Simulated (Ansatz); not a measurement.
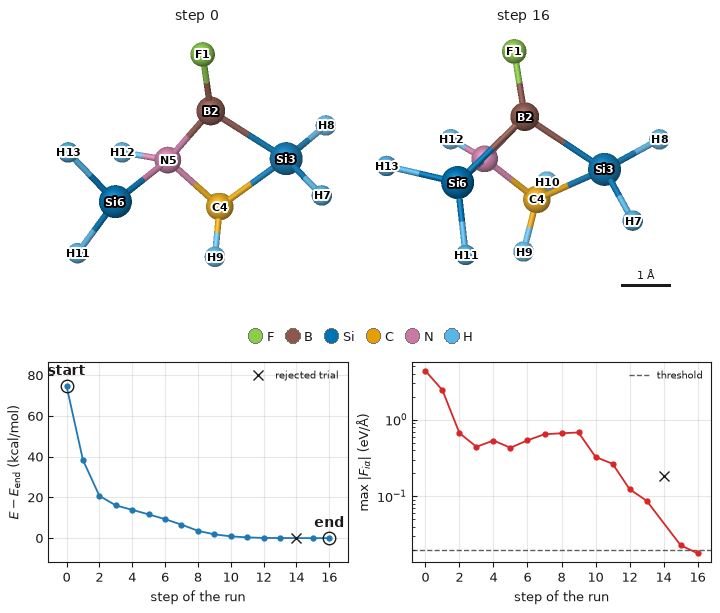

First and last geometry of a relaxation of CH₇BFNSi₂, with the history of the run. The picture is a ball-and-stick view, seen from a free direction.

The run prepares an end point of a later path (hydrogen shift) calculation, from a guessed geometry.

Level of theory: Ansatz, RKS PBE0-D4/def2-SVP. Set-up: no spin polarisation; force threshold 0.02 eV/Å; at most 50 steps.

Q: Read the history and describe the run.

A: It converged. The energy falls by 74.7 kcal/mol in 15 accepted moves (16 points after the start). The largest force component goes from 4.3 to 0.018 eV/Å. The line search rejected the trial step at point 14 of the run. The atom that moves furthest after the best rigid fit is H11 (1.71 Å). By element the largest moves are H 1.71 Å, Si 0.61 Å, F 0.59 Å, C 0.37 Å, B 0.33 Å, N 0.27 Å. Some distances before and after: B2–Si6 2.732 → 2.016 Å, Si6–H12 1.923 → 2.531 Å, Si3–Si6 3.764 → 3.228 Å, Si3–C4 1.795 → 1.940 Å. Bond angles that change, for instance: B2–N5–Si6 108.5° → 69.2°, Si6–N5–H12 79.1° → 118.0°, F1–B2–N5 138.2° → 118.8°. Groups turn about N5–Si6 by about 50°. Cost: 45 s on 2 threads of Intel(R) Xeon(R) 6975P-C (Granite Rapids) (shared host), peak memory 0.33 GiB.

```json
{"step": "0", "E − E(0), kcal/mol": "0.00", "largest force component, eV/Å": "4.3323", "note": ""}
{"step": "1", "E − E(0), kcal/mol": "-36.38", "largest force component, eV/Å": "2.4305", "note": ""}
{"step": "2", "E − E(0), kcal/mol": "-53.94", "largest force component, eV/Å": "0.6688", "note": ""}
{"step": "3", "E − E(0), kcal/mol": "-58.65", "largest force component, eV/Å": "0.4432", "note": ""}
{"step": "4", "E − E(0), kcal/mol": "-60.82", "largest force component, eV/Å": "0.5346", "note": ""}
{"step": "5", "E − E(0), kcal/mol": "-63.05", "largest force component, eV/Å": "0.4307", "note": ""}
{"step": "6", "E − E(0), kcal/mol": "-65.39", "largest force component, eV/Å": "0.5378", "note": ""}
{"step": "7", "E − E(0), kcal/mol": "-68.09", "largest force component, eV/Å": "0.6467", "note": ""}
{"step": "8", "E − E(0), kcal/mol": "-71.10", "largest force component, eV/Å": "0.6649", "note": ""}
{"step": "9", "E − E(0), kcal/mol": "-72.87", "largest force component, eV/Å": "0.6813", "note": ""}
{"step": "10", "E − E(0), kcal/mol": "-73.84", "largest force component, eV/Å": "0.3267", "note": ""}
{"step": "11", "E − E(0), kcal/mol": "-74.35", "largest force component, eV/Å": "0.2660", "note": ""}
{"step": "12", "E − E(0), kcal/mol": "-74.61", "largest force component, eV/Å": "0.1242", "note": ""}
{"step": "13", "E − E(0), kcal/mol": "-74.68", "largest force component, eV/Å": "0.0878", "note": ""}
{"step": "14", "E − E(0), kcal/mol": "-74.63", "largest force component, eV/Å": "0.1867", "note": "rejected"}
{"step": "15", "E − E(0), kcal/mol": "-74.72", "largest force component, eV/Å": "0.0231", "note": ""}
{"step": "16", "E − E(0), kcal/mol": "-74.72", "largest force component, eV/Å": "0.0181", "note": ""}
```
